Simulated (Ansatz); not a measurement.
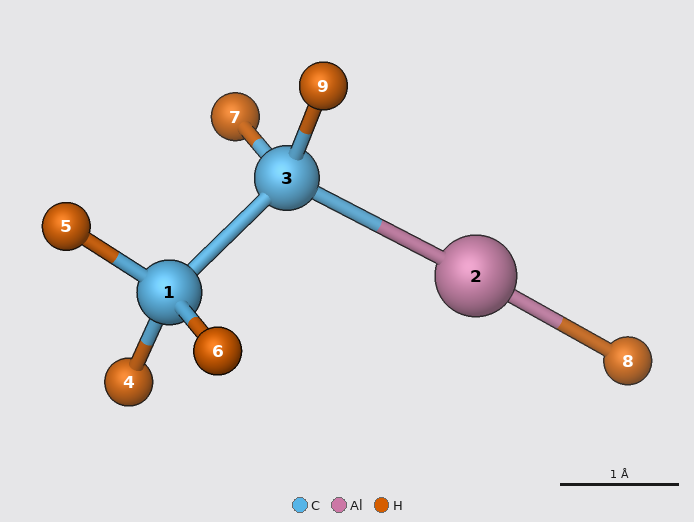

The atoms are numbered. Charge +1, singlet. Computed geometry: PBE0-D4/def2-TZVP optimisation. No frequency run is at hand to confirm it as a minimum.

List the bonds and their lengths.

```csv
bond,length (Å)
C1–C3,1.537
C1–H4,1.091
C1–H5,1.091
C1–H6,1.091
Al2–C3,1.918
Al2–H8,1.562
C3–H7,1.097
C3–H9,1.097
```
